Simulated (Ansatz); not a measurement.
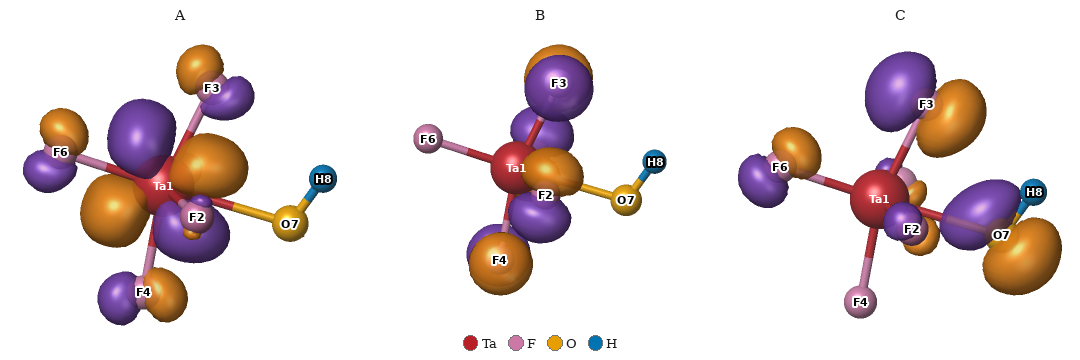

F5HOTa (doublet). Three frontier orbitals at ±0.15 Å⁻³ᐟ² (orange and purple are the two phases), in no order.

Core potentials replace the inner electrons of Ta.

Level of theory: Ansatz 0.2.0, UKS PBE/def2-SVP.

| atom | x (Å) | y (Å) | z (Å) |
| --- | --- | --- | --- |
| Ta | 0.4436 | -0.2159 | -0.0651 |
| F | 1.5307 | -1.8013 | -0.2471 |
| F | 0.8829 | -0.2684 | 1.7935 |
| F | 0.5041 | -0.0444 | -1.9463 |
| F | 0.2909 | 1.6647 | 0.0858 |
| F | -1.2974 | -0.8763 | 0.1089 |
| O | 2.6263 | 0.3618 | -0.1855 |
| H | 3.0260 | 0.2646 | 0.7184 |

Q: Order the three orbitals by energy and name them. All are α orbitals.

A: C is the HOMO−1 (α) (−9.83 eV). It lies mainly on F3 (about 40 %), O7 (about 35 %) and F6 (about 10 %); largely a combination of lone pairs on F3, O7 and F6. B is the HOMO (α) (−9.51 eV). It lies mainly on F3 (about 30 %), F5 (about 25 %), F2 (about 20 %) and F4 (about 20 %); largely a combination of lone pairs on F3, F5, F2 and F4. A is the LUMO (α) (−3.19 eV). It lies mainly on Ta1 (about 70 %), F4 (about 10 %), F6 (about 10 %) and F3 (about 10 %).

Q: What is the gap between the highest occupied and lowest empty α orbitals?

A: 6.32 eV between the orbital energies.
